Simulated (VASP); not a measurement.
Band structure of TiB₂ (relaxed from the CrSi2 structure, space group P6_222). Calculation: PBEsol GGA, VASP's PBE PAW potentials (set 64) (plane waves; VASP).

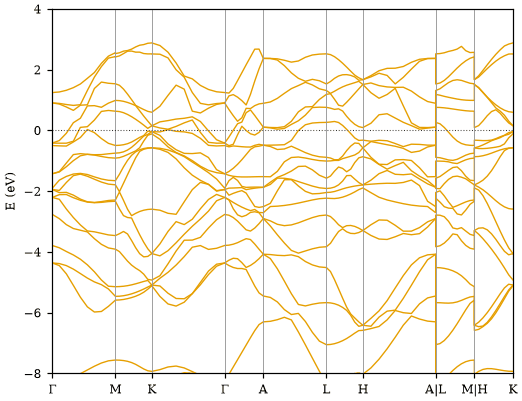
Bands along high-symmetry lines, zero at the valence-band maximum or, without a gap, the Fermi level

Question: Read the plot: is there a gap, and where are the band edges?

Answer: It has no gap at this level: it comes out as a metal or semimetal. (Edges off the drawn lines would not show.)

The structure was generated: TiB2 was put into the CrSi2 type (P6_222), which need not be its known phase. It was relaxed first, which changed the volume by +6 %.
